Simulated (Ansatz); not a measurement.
Input file:

```
crystal:
  periodic: [false, false, false]
  atoms:
    - { symbol: C, position_ang: [2.03, -0.0427, -0.0495] }
    - { symbol: O, position_ang: [0.8454, -0.7668, -0.2823] }
    - { symbol: C, position_ang: [-0.2001, 0.1506, -0.5048] }
    - { symbol: Si, position_ang: [-1.2526, 0.4924, 1.0352] }
    - { symbol: C, position_ang: [-1.5314, -0.5034, -0.5473] }
    - { symbol: F, position_ang: [-1.5065, -1.8714, -0.3371] }
    - { symbol: H, position_ang: [2.3239, 0.5429, -0.9492] }
    - { symbol: H, position_ang: [2.8473, -0.7611, 0.1658] }
    - { symbol: H, position_ang: [1.9286, 0.6271, 0.8341] }
    - { symbol: H, position_ang: [-0.0577, 0.9441, -1.2728] }
    - { symbol: H, position_ang: [-2.0924, 1.6989, 1.0131] }
    - { symbol: H, position_ang: [-1.0789, -0.4205, 2.1748] }
    - { symbol: H, position_ang: [-2.2557, -0.09, -1.2799] }
basis:
  gaussian:
    orbitals: "6-31G*"
hamiltonian:
  xc: lc_wpbe
output:
  orbitals: {}
```

Launched as:

```sh
python energy.py
```

Method: SCF lc_wpbe, Gaussian basis in Ansatz.

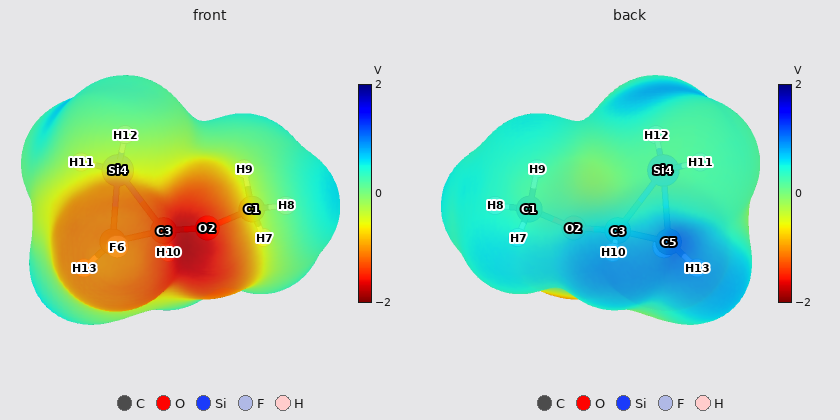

C₃H₇FOSi. The electrostatic potential painted on the density surface at 0.001 e/bohr³, seen from the front and from behind; red is negative and blue positive.

### Describe the electrostatic potential map.

The most negative region (about −1.7 V) lies over O2 and F6, the most positive (about +1.0 V) over the C, H and Si atoms.
